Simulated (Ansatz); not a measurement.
## Fields on a plane of KI (rock salt)

```xyz
2
Lattice="0.0000 3.5458 3.5458 3.5458 0.0000 3.5458 3.5458 3.5458 0.0000" Properties=species:S:1:pos:R:3 pbc="T T T"
I      0.0000     0.0000     0.0000
K      3.5458     3.5458     3.5458
```

The slice is a {110} plane (indices of the conventional cell) through the point (0.000, 0.000, 0.000) (fractional), spanned by u = [100] and v = [1 -1 -1] in vectors of this cell: u (5.01 Å) and v (7.09 Å, at 90° to u). It covers one period; positions are fractions (u, v).

Atoms on it: I at (0.00, 0.00); K at (0.00, 0.50).

These are r2SCAN (plane waves to 500 eV, PAW, scalar-relativistic; Ansatz, a quantum-chemistry and plane-wave program) values and carry that method's errors. k mesh 8×8×8. These are valence fields of a PAW run, semicore shells included where kept as valence: close to a nucleus they are smooth pseudo fields. KI was relaxed with its symmetry unable to fall. Spin-orbit coupling is left out, though I is heavy.

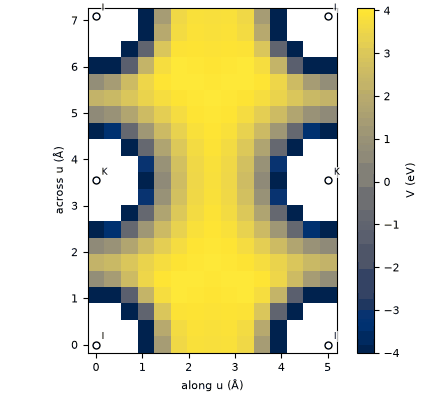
Figure: Electrostatic potential energy of an electron, from the cell's mean, in eV, one period of the plane, atoms marked. Points within 1 Å of a nucleus are left white, as the pseudised field means little there. Values under -4 eV are set to -4. The zero, the cell's mean, hangs on the PAW cores.

```
|x-*%%*. .*%%*-|
|**#%%+   +%%#*|
|%%%%#-   -#%%%|
|%%%#=.   .=#%%|
|::::       :::|
|              |
|*+:         :+|
|@@%-       -%@|
|x@@*       *@@|
|xx@#       #@x|
|x@@*       *@@|
|@@%-       -%@|
|*+:         :+|
|              |
|::::       :::|
|%%%#=.   .=#%%|
|%%%%#-   -#%%%|
|**#%%+   +%%#*|
|x-*%%*. .*%%*-|
|xx*%@*. .*@%*x|
```
Scale: ten equal steps from 0.01 (start of ' ') to 0.88 (end of '@'), in the order ' .:-=+*#%@'. Values: electron localisation function (ELF). The map has 14 points along u (one character each, u = 0 at the left) and 20 along v (v = 0 in the bottom row). Points within 0.5 Å of a nucleus are blanked (x), as the pseudised field means little there.
